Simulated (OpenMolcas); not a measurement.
**Predicting a hybrid from its neighbours: HNO2 (nitrous acid)**

The species is HNO2 (4 atoms), meant as a singlet with charge 0. As SMILES, `O=NO`. Geometry: relaxed at PBE0-D4/def2-TZVP.

The electronic atomisation energy y, in eV, basis def2-TZVP; a is the functional's share of exact exchange. Programs: OpenMolcas 26.06.

```
functional     program     a  y (eV)
       PBE  OpenMolcas     0   14.90
    r2SCAN  OpenMolcas     0   13.62
     B3LYP  OpenMolcas   0.2       ?
      PBE0  OpenMolcas  0.25   13.47
     BHLYP  OpenMolcas   0.5   11.77
```

Fit y = c + s·a to the known rows and predict B3LYP.


1. Means of the 4 rows: a = 0.1875, y = 13.440.
2. Σ(Δa)² = 0.17188, Σ(Δa·Δy) = -0.8275, so the slope is -0.8275/0.17188 = -4.8144.
3. Intercept: 13.440 − (-4.8144) × 0.1875 = 14.343. The largest residual of the fit is 0.72.
4. B3LYP: 14.343 + (-4.8144) × 0.2 = 13.38 eV.

The run gave 13.52 eV, so the prediction is off by -0.14 eV, within the scatter of the fit. The rows mix families of semi-local functionals, which the line can't see.

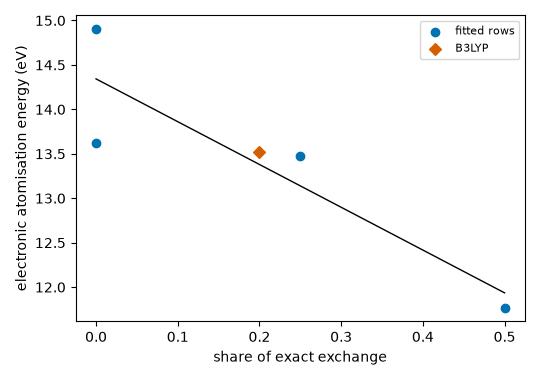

The fitted line, with the withheld row.
